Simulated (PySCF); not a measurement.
System: CdPb (triplet).

```tsv
atom	x (Å)	y (Å)	z (Å)
Cd	0.0000	0.0000	-1.8822
Pb	0.0000	0.0000	1.0308
```

Core potentials replace the inner electrons of Cd and Pb.

Computed with PySCF 2.14.0, PBE0/def2-SVP, non-relativistic Hamiltonian with scalar-relativistic core potentials where named, at a bond length of 2.913 Å.

Question: What will maps of the electron density, electron localisation function and spin density show?

Answer: Cd–Pb (2.91 Å): ρ at the midpoint is about 0.22 e/Å³; the ELF is about 0.20 at the midpoint.
The unpaired spin (2 electrons) lies mostly on Pb2 (about 1.8) and Cd1 (about 0.2), in electrons by Hirshfeld's partition.

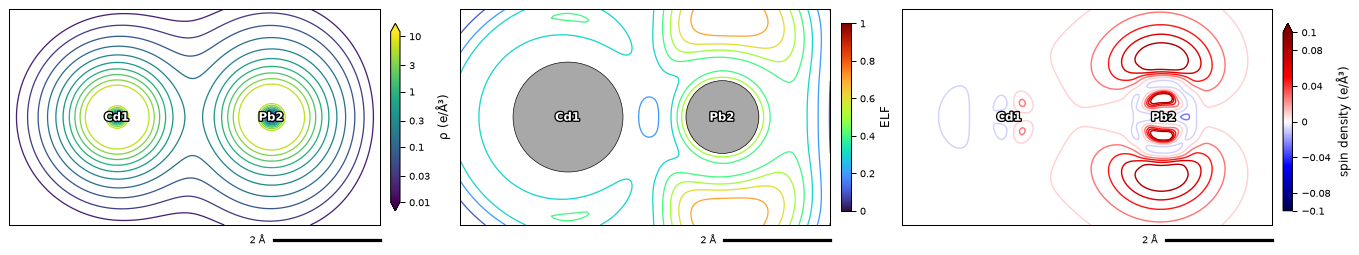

Computed electron density, electron localisation function and spin density on a plane that holds the molecular axis, in this order. Grey discs cover the atomic cores in the ELF map. 
